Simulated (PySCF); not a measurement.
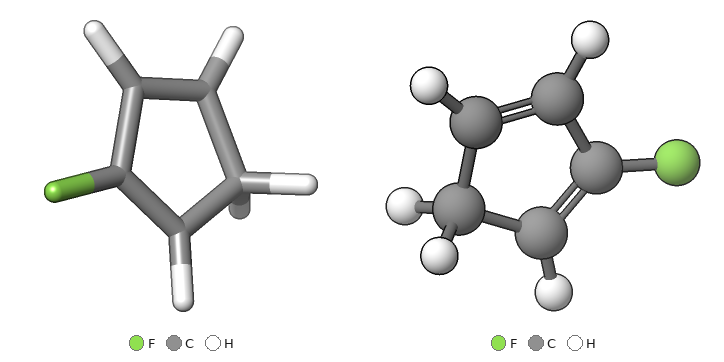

The same structure drawn twice, from different directions.

Count the atoms of each element.

C₅H₅F, 11 atoms: 5 carbon, 5 hydrogen and 1 fluorine.

Describe its rings.

Independent rings (smallest set): 1 of 5 members.

Name functional groups in it.

Among them: alkene, C–F bond.

More results for the same structure follow; atom numbers are the same in all pictures, views and colours differ. The computed structure is the end point of a PBE0-D3(BJ)/def2-SVP optimisation. No frequency run is at hand to confirm it as a minimum.

Symmetry

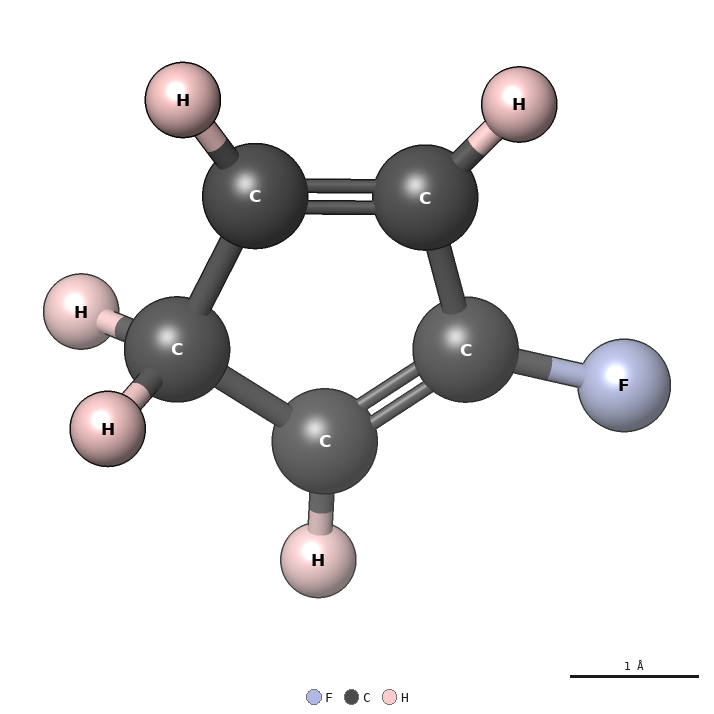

Atoms fade into the background with distance from the viewer. No frequency run is at hand to confirm it as a minimum. Masses are those of the most abundant isotopes; constants are for the rigid equilibrium geometry.

Classify the rotor and give the rotational constants (MHz).

An asymmetric top (Cs): A = 8226, B = 3381, C = 2432 MHz. Ray's parameter κ is −0.67, nearer the prolate limit.

Dipole moment

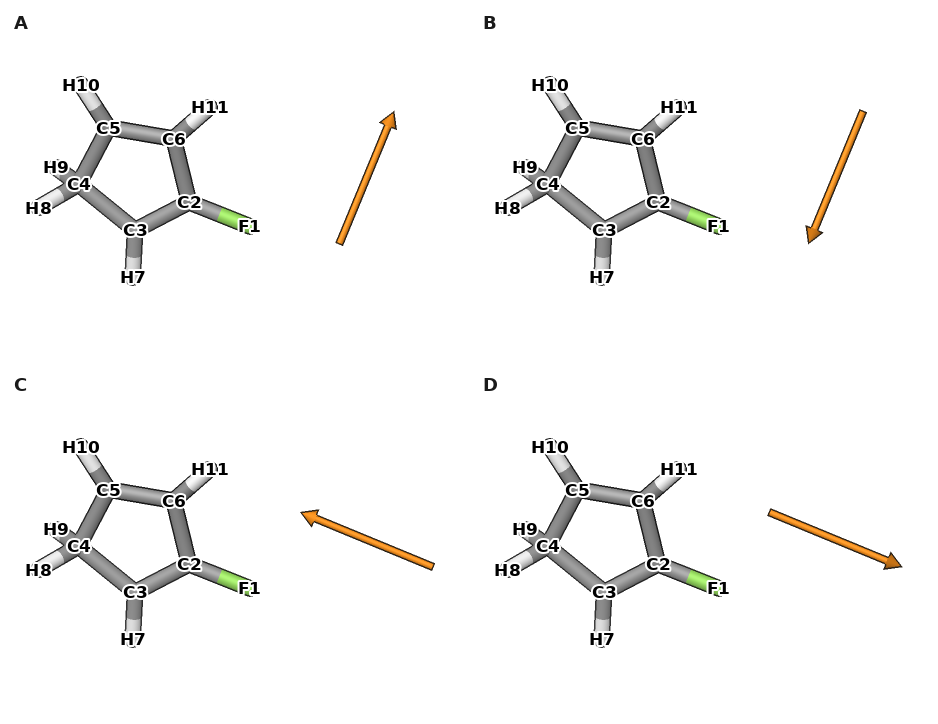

The same molecule four times, each with an arrow. No frequency run is at hand to confirm it as a minimum. Level of theory: CAM-B3LYP/pcJ-1, gas phase (PySCF 2.14.0).

Which arrow points along the dipole moment, from the negative to the positive end?

C. The dipole moment is 1.96 D; it points from the side of F1 to the side of H10 (the outermost atoms at the two ends).

Core levels

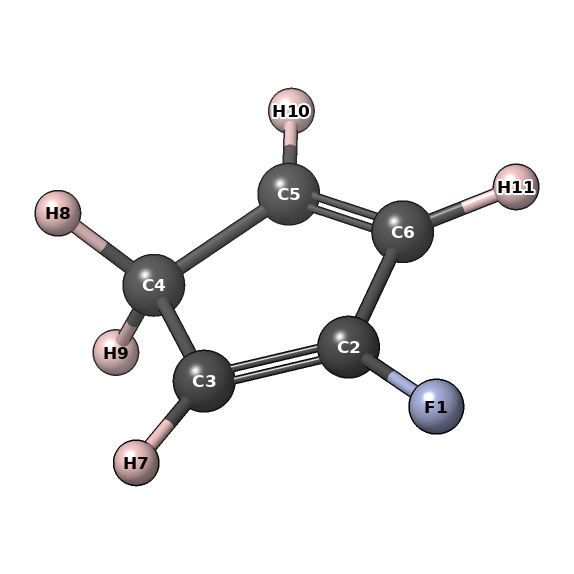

No frequency run is at hand to confirm it as a minimum. Method: delta-SCF UKS SCAN, pcX-2 on the ionised atom, pcseg-1 elsewhere, spin-free X2C (PySCF 2.14.0).

Give the core-electron binding energies (to vacuum) of F1 1s, C2 1s, C3 1s, C4 1s, C5 1s, C6 1s.

```json
{"atom": "F1", "level": "1s", "binding energy (eV)": "693.1"}
{"atom": "C2", "level": "1s", "binding energy (eV)": "292.7"}
{"atom": "C3", "level": "1s", "binding energy (eV)": "290.1"}
{"atom": "C4", "level": "1s", "binding energy (eV)": "291.3"}
{"atom": "C5", "level": "1s", "binding energy (eV)": "290.3"}
{"atom": "C6", "level": "1s", "binding energy (eV)": "290.7"}
```

Spin–spin coupling

No frequency run is at hand to confirm it as a minimum. Properties computed with PBE0/pcJ-1 indirect spin-spin coupling, non-relativistic, gas phase (PySCF 2.14.0). Isotopes: 13C, 19F, 1H.

Give the spin–spin coupling constants of these pairs, with the number of bonds between them: F1/C2, F1/C6, F1/C3, F1/H7, F1/C4, F1/H11.

```
   pair  bonds apart  J (Hz)
 F1, C2            1  −339.6
 F1, C6            2    30.0
 F1, C3            2    13.1
 F1, H7            3    −4.1
 F1, C4            3     5.2
F1, H11            3    −2.7
```

Density functionals are unreliable for couplings to fluorine, so those rows may be far off.
